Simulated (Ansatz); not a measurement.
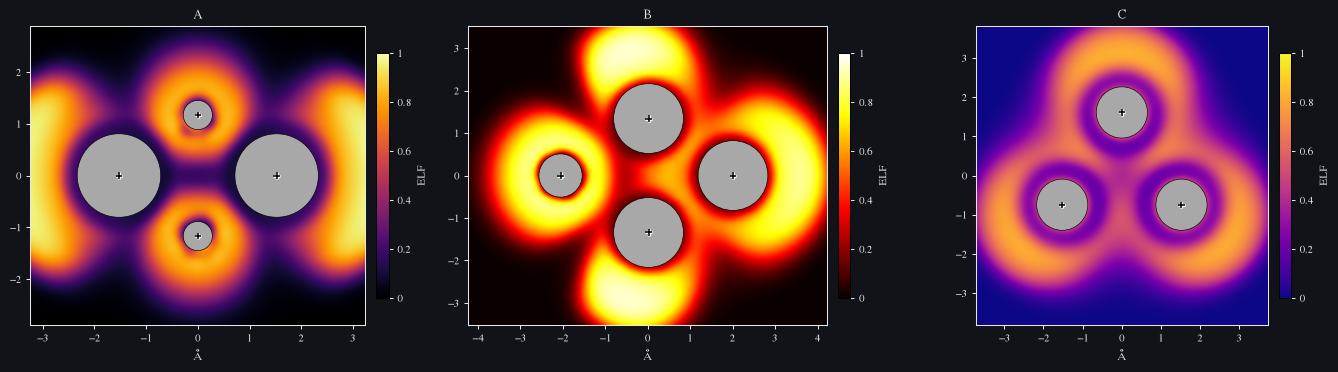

The ELF of 3 systems, each on a plane through atoms (crosses mark nuclei in the plane; grey discs cover the cores).

Level of theory: UKS PBE0-D4/def2-TZVP in Ansatz.

System 1: Sb$_{4}$ (SbSbSbSb tetrahedron) (charge +1, doublet), the plane of atoms Sb2, Sb3 and Sb4. Geometry: r2SCAN-D4/def2-SVP; core potentials replace the inner electrons of Sb.

```
atom    x (Å)    y (Å)    z (Å)
  Sb  -1.4127   0.6885  -0.8085
  Sb  -0.2467  -1.1315   1.3350
  Sb   0.8321   1.3824   0.7211
  Sb   0.8272  -0.9394  -1.2476
```

System 2: ClGe$_{3}$ (doublet), the molecular plane. Geometry: r2SCAN-D4/def2-SVP.

```xyz
4

Ge   -1.2330   -0.5260    0.1052
Ge    0.5264   -1.5314   -1.1930
Ge    1.1672    0.6034   -0.2857
Cl   -0.4606    1.4540    1.3735
```

System 3: Ga$_{2}$O$_{2}$ (triplet), the molecular plane. Geometry: PBE-D4/def2-SVP.

```xyz
4

Ga    0.4782    1.1621    0.8611
Ga   -0.4779   -1.1615   -0.8606
O    -0.8676   -0.2039    0.7564
O     0.8674    0.2033   -0.7569
```

Q: Which map belongs to which system?

A: Panel A is system 3, Ga$_{2}$O$_{2}$: the plane holds Ga and O. Ga–O (1.92 Å): the ELF peaks at about 0.80 in the valence shell of O, 0.6 Å from its nucleus, and is about 0.20 at the midpoint. Panel B is system 2, ClGe$_{3}$: the plane holds Ge and Cl. Ge–Ge (2.41 Å): the ELF reaches about 0.60 near the midpoint. Panel C is system 1, Sb$_{4}$: the plane holds Sb. Sb–Sb (2.80 Å): the ELF peaks at about 0.60 between the atoms.
